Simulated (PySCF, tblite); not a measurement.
**C5H8BFO: geometry, infrared bands and NMR shifts**

Aim: predict the infrared bands and NMR shifts of C5H8BFO (`C=C(F)OB/C=C\C`).

Programs: tblite 0.8.0 and PySCF 2.14.0, with density-fitted response routines of our own. Each step states its level of theory. These are calculated values for one molecule in the gas phase, unless marked as measured. Atoms are numbered from 0 throughout.

**1. The starting structure**

16 atoms, charge 0, multiplicity 1; geometry from: force field or distance geometry start.

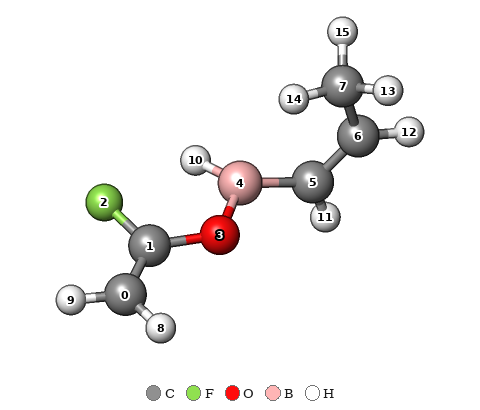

The starting geometry (carbon grey, fluorine green, oxygen red, boron pink, hydrogen white), atoms numbered.

**2. Geometry optimisation with GFN2-xTB**

The job: settings as JSON, then the geometry in Å.

```
{"job": {"kind": "relax", "xc": "GFN2-xTB", "basis": "xTB"}, "charge": 0, "multiplicity": 1}
C      3.548700     0.661100     0.203400
C      2.411600    -0.019400     0.053600
F      2.420400    -1.398300     0.158200
O      1.183000     0.598300    -0.192200
B      0.018800    -0.255800    -0.433500
C     -1.281900     0.223100    -1.204200
C     -2.358700     0.490800    -0.478800
C     -2.364900     0.348100     1.022200
H      3.545800     1.742900     0.132700
H      4.458600     0.130000     0.398500
H      0.232500    -1.426100    -0.606800
H     -1.307300     0.335700    -2.277100
H     -3.289400     0.821900    -0.926500
H     -2.800100     1.311300     1.380100
H     -1.349900     0.165000     1.405400
H     -3.074900    -0.452200     1.353500
```

On the command line:

```console
> OMP_NUM_THREADS=1 python probes_run.py task.json out
```

The driver reads the jobs from task.json and runs them one after another.

**Question.** This job is followed by: GFN2-xTB harmonic vibrations, gas phase; GIAO PBE0/pcSseg-1 NMR shielding, non-relativistic, gas phase. What will the session give for the following? strongest single infrared mode (GFN2-xTB); zero-point energy (GFN2-xTB); 13C shifts against TMS (PBE0/pcSseg-1); 1H shifts against TMS (PBE0/pcSseg-1, means over atoms taken as alike); 19F shifts against CFCl3 (PBE0/pcSseg-1); 17O shifts against H2O (PBE0/pcSseg-1); 11B shifts against BF3·OEt2 (PBE0/pcSseg-1).

As calculated:

| quantity | value |
| --- | --- |
| strongest single infrared mode (GFN2-xTB) | 1242 cm⁻¹, 575 km/mol |
| zero-point energy (GFN2-xTB) | 75.2 kcal/mol |
| 13C shifts against TMS (PBE0/pcSseg-1) | 170.2, 169.1, 137.7, 74.7, 21.8 ppm |
| 1H shifts against TMS (PBE0/pcSseg-1, means over atoms taken as alike) | 7.34, 6.17, 5.82, 4.13, 4.07, 2.24 ppm |
| 19F shifts against CFCl3 (PBE0/pcSseg-1) | -83.7 ppm |
| 17O shifts against H2O (PBE0/pcSseg-1) | 238.8 ppm |
| 11B shifts against BF3·OEt2 (PBE0/pcSseg-1) | 36.3 ppm |

In words: Relaxing lowered the energy by 0.855 eV in 189 steps; the close pair that moved most is O3–B4, from 1.464 to 1.360 Å. All 42 modes are real, so the xTB geometry is a minimum. The strongest single mode, at 1242 cm⁻¹, is spread over several atoms, O3, C1, B4, H11 among them. Unscaled tight-binding wavenumbers are off by several per cent, some by more. Its intensities can rank the bands wrongly. At PBE0/pcSseg-1: Shielding is most anisotropic at O3 (span 294 ppm, paramagnetic term -300 ppm).
